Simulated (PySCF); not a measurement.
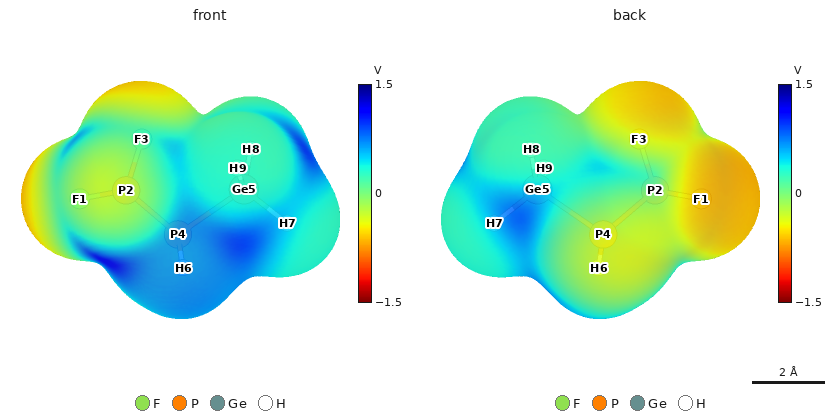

Figure. F$_{2}$GeH$_{4}$P$_{2}$ (GeH3PHPF2). The molecular electrostatic potential painted on the density surface at 0.001 e/bohr³, seen from the front and from behind; red is negative and blue positive.

Geometry: PBE0-D3(BJ)/def2-SVP.

Method: PySCF, B3LYP/def2-SVPD, SCF density, gas phase.

```yaml
atoms:
  - { symbol: F, position_ang: [3.1058, 0.2513, 0.8694] }
  - { symbol: P, position_ang: [1.5709, 0.0749, 1.3328] }
  - { symbol: F, position_ang: [1.3872, -1.4734, 0.8841] }
  - { symbol: P, position_ang: [0.5893, 0.9860, -0.4572] }
  - { symbol: Ge, position_ang: [-1.3554, -0.2864, -0.2314] }
  - { symbol: H, position_ang: [0.0831, 2.0719, 0.3256] }
  - { symbol: H, position_ang: [-2.4980, 0.5563, -0.8201] }
  - { symbol: H, position_ang: [-1.1613, -1.5733, -1.0409] }
  - { symbol: H, position_ang: [-1.6595, -0.6235, 1.2401] }
```

Question: Where is the surface potential most negative and most positive?

Answer: The most negative region (about −0.7 V, or −16 kcal/mol for a unit charge) lies over F1, the most positive (about +1.1 V, or +25 kcal/mol for a unit charge) over P2.

Question: What dipole moment does the calculation give?

Answer: Its dipole moment is 2.18 D.
